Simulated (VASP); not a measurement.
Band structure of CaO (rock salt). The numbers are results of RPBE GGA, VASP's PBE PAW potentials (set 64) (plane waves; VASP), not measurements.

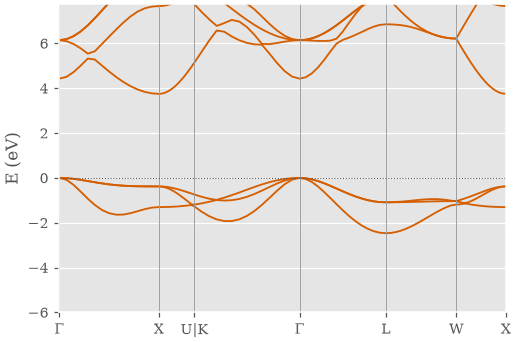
Figure. Bands along high-symmetry lines, zero at the valence-band maximum or, without a gap, the Fermi level

Problem. Read the plot: is there a gap, and where are the band edges?

Solution. The gap is indirect, 3.75 eV, from the valence maximum at Γ to the conduction minimum at X. (Edges off the drawn lines would not show.)

The compound is CaO in the rock salt structure. It was relaxed first, which changed the volume by +5 %.
